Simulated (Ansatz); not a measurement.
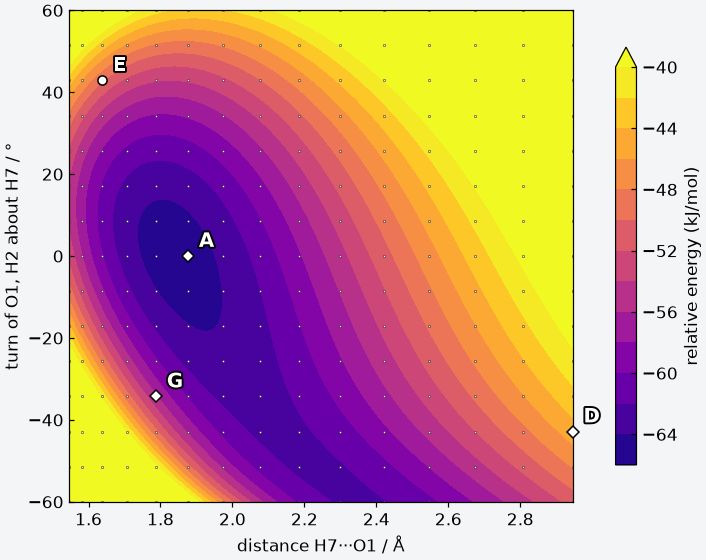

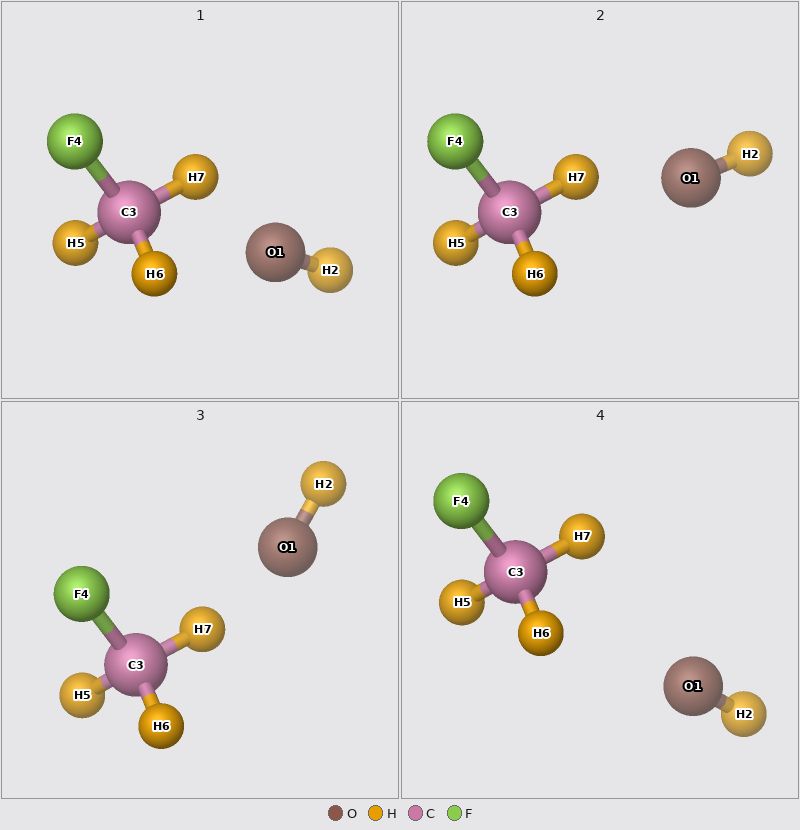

The pair HO···CH₃F, charge −1. 
- The turn is about an axis along (−0.04, −0.99, 0.13) in the frame of the relaxed pair, normal to the line between the partners.
- The first coordinate is: distance H7···O1; the second: turn of O1, H2 about H7.
- The scan uses a 15 × 15 grid.
- Points are written as (first, second).
- Energies are in kJ/mol, from the ion and the molecule far apart, frozen as in the relaxed pair, each in its own basis (no counterpoise correction).
- Theory: RKS CAM-B3LYP-D4/def2-SVPD in Ansatz 0.2.0.

In the figure: filled contours, dots at the grid points, one colour for all values above the top of the scale, lettered points. Between grid points the surface is interpolated. The numbered pictures are the structures at these points, in random order.

Which structure belongs to which point?

Answer. A is structure 2: (1.877 Å, 0.0°), −64.8 kJ/mol; D is structure 4: (2.946 Å, −42.9°), −45.0 kJ/mol; E is structure 3: (1.638 Å, 42.9°), −49.8 kJ/mol; G is structure 1: (1.788 Å, −34.3°), −55.8 kJ/mol.
